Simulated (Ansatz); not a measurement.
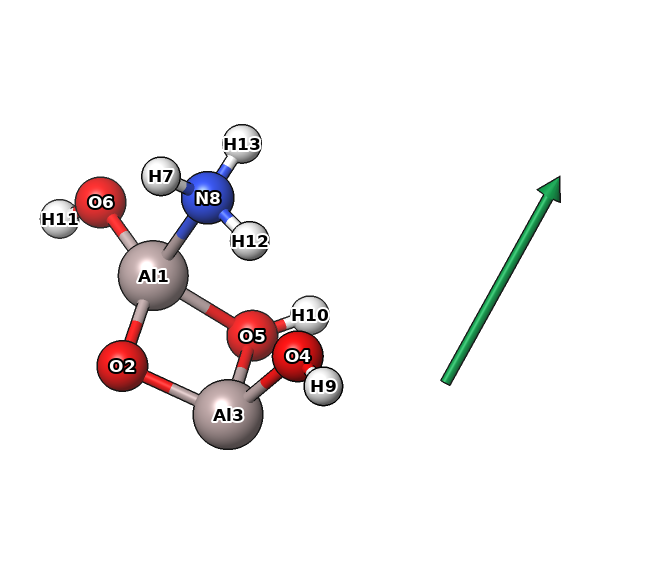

The arrow beside the molecule shows the direction of the dipole moment, from the negative to the positive end (its length means nothing). Charge 0, doublet. The geometry was computed by an optimisation with PBE0-D4/def2-TZVP. Properties computed with UKS PBE0-D4/def2-TZVP (Ansatz 0.2.0).

Question: How large is the dipole moment?

Answer: 4.81 D; it points from the side of O2, Al3 to the side of H13 (the outermost atoms at the two ends).
